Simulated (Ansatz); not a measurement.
# CHClGeNO (SMILES O=C=[N][GeH][Cl]) at UHF/def2-SVP

What is the energy change on altering one bond length of CHClGeNO at UHF/def2-SVP? 

The calculation is run with Ansatz 0.2.0.

123 further runs of the same task are left out: 123 set aside as unsound or not needed.

## 1. Starting point

The species is CHClGeNO (6 atoms), meant as a doublet with charge 0. As SMILES, `O=C=[N][GeH][Cl]`. Geometry: relaxed at PBE0-D4/def2-TZVP. This is one conformer, not always the lowest.

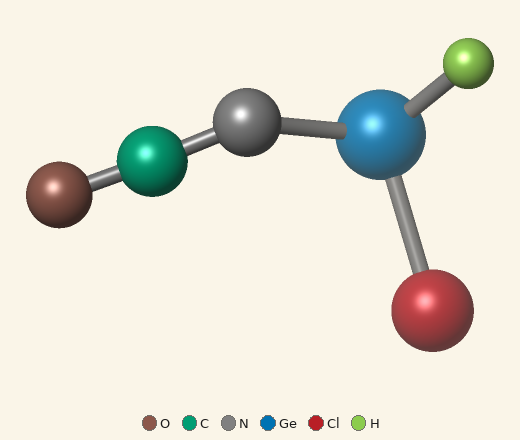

Viewed from a chosen angle; oxygen brown, carbon teal, nitrogen grey, germanium blue, chlorine red, hydrogen green.

## 2. A single-point energy at UHF/def2-SVP

input.yaml

```yaml
crystal:
  periodic: [false, false, false]
  atoms:
    - symbol: O
      position_ang: [0.024100, -1.617100, -2.245100]
    - symbol: C
      position_ang: [-0.242900, -1.020000, -1.284700]
    - symbol: N
      position_ang: [-0.575200, -0.454300, -0.273000]
    - symbol: Ge
      position_ang: [-0.153300, 1.067300, 0.651100]
    - symbol: Cl
      position_ang: [1.946900, 0.976200, 1.132800]
    - symbol: H
      position_ang: [-0.957700, 0.983900, 1.972700]
basis:
  gaussian: {orbitals: def2-SVP}
magnetization: {spin_polarized: true, initial_magnetization: 1}
hamiltonian: {xc: hf}
accuracy: high
output: {orbitals: {seedname: orbitals}}
```

The run is started by

```console
$ ansatz run input.yaml --threads 1 --pin off --max-ram 3480MiB --events-out events.jsonl --progress --plain --runs-dir runs
```

Log:

```text
Warning: RAYON_NUM_THREADS=1 ignored (pool sized by the plan → 1); use --threads N
Functional definition: HF
  name "HF"
  exchange = exact_x
  correlation = 0
1963 factors; integrals over basis functions are off by at most 4.4e-9 eV
mean field evaluation 1: about -73525.7788 eV, gradient 2.5e1 eV
mean field evaluation 2: about -73525.8656 eV, gradient 2.5e1 eV
mean field evaluation 4: about -73528.8218 eV, gradient 2.7e0 eV
mean field evaluation 8: about -73528.9027 eV, gradient 2.1e-1 eV
mean field evaluation 16: about -73528.9038 eV, gradient 2.6e-8 eV
mean field -73528.90384855 eV, -2702.1373767530 hartree, gradient 5.7e-8 eV, S^2 0.756375; 0 other end points of the search recorded, 0 dependent functions left out
reference -73528.90384855 eV, -2702.1373767530 hartree; 36, 35 occupied and 61, 62 virtual orbitals, 1963 factors
Total energy: -73528.90384855 eV, -2702.1373767530 hartree
```

Run time: 6.3 s. Hardware: 1 thread of Arm Neoverse V1, shared host; peak memory 0.43 GiB.

## 3. The distorted shape

molecule.yaml

```yaml
crystal:
  periodic: [false, false, false]
  atoms:
    - {symbol: O, position_ang: [-1.026013, -1.571549, -2.485953]}
    - {symbol: C, position_ang: [-1.293013, -0.974449, -1.525553]}
    - {symbol: "N", position_ang: [-1.625313, -0.408749, -0.513853]}
    - {symbol: Ge, position_ang: [-1.203413, 1.112851, 0.410247]}
    - {symbol: Cl, position_ang: [1.946900, 0.976200, 1.132800]}
    - {symbol: H, position_ang: [-2.007813, 1.029451, 1.731847]}
basis:
  gaussian: {orbitals: def2-SVP}
magnetization: {spin_polarized: true, initial_magnetization: 1}
hamiltonian: {xc: hf}
accuracy: high
output: {orbitals: {seedname: orbitals}}
```

The run is started by

```console
$ ansatz run molecule.yaml --threads 1 --pin off --max-ram 3480MiB --events-out events.jsonl --progress --plain --runs-dir runs
```

Log:

```text
Warning: RAYON_NUM_THREADS=1 ignored (pool sized by the plan → 1); use --threads N
[... 4 set-up lines as earlier in the session ...]
1912 factors; integrals over basis functions are off by at most 4.6e-9 eV
mean field evaluation 1: about -73521.5363 eV, gradient 2.8e1 eV
mean field evaluation 2: about -73521.6146 eV, gradient 2.8e1 eV
mean field evaluation 4: about -73526.0689 eV, gradient 3.3e0 eV
mean field evaluation 8: about -73526.3741 eV, gradient 1.3e0 eV
mean field evaluation 16: about -73526.8133 eV, gradient 2.3e-2 eV
mean field evaluation 32: about -73526.6096 eV, gradient 6.3e-1 eV
mean field evaluation 64: about -73526.4442 eV, gradient 2.3e-1 eV
mean field evaluation 96: about -73526.3968 eV, gradient 1.1e0 eV
mean field evaluation 128: about -73523.5129 eV, gradient 7.6e0 eV
mean field evaluation 160: about -73526.5771 eV, gradient 9.5e-1 eV
mean field evaluation 192: about -73523.6505 eV, gradient 1.5e1 eV
mean field evaluation 224: about -73525.9664 eV, gradient 3.3e0 eV
mean field evaluation 256: about -73526.0885 eV, gradient 2.6e-5 eV
mean field -73526.81331648 eV, -2702.0605511165 hartree, gradient 4.2e-8 eV, S^2 1.020799; 5 other end points of the search recorded, 0 dependent functions left out
reference -73526.81331648 eV, -2702.0605511165 hartree; 36, 35 occupied and 61, 62 virtual orbitals, 1912 factors
Total energy: -73526.81331648 eV, -2702.0605511165 hartree
```

Run time: 33 s. Hardware: 1 thread of Arm Neoverse V1, shared host; peak memory 0.62 GiB.

## 4. Outcome

Level: UHF/def2-SVP.

| quantity | value |
| --- | --- |
| first shape: total energy | -2702.13738 Eh |
| first shape: HOMO energy (highest over α and β) | -9.92 eV |
| first shape: LUMO energy (lowest over α and β) | -0.03 eV |
| first shape: ⟨S²⟩ | 0.756 |
| distorted shape: total energy | -2702.06055 Eh |
| distorted shape: HOMO energy (highest over α and β) | -9.61 eV |
| distorted shape: LUMO energy (lowest over α and β) | -1.20 eV |
| distorted shape: ⟨S²⟩ | 1.021 |
| energy change with the Ge4–Cl5 bond stretched from 2.157 to 3.235 Å | 2.091 eV |

In words: With the Ge4–Cl5 bond stretched from 2.157 to 3.235 Å the energy rises by 2.09 eV (202 kJ/mol). The first shape isn't relaxed at this level, so the change isn't measured from a minimum. ⟨S²⟩ (distorted shape) is 1.02 where a pure doublet has 0.75: the reference is spin-contaminated.
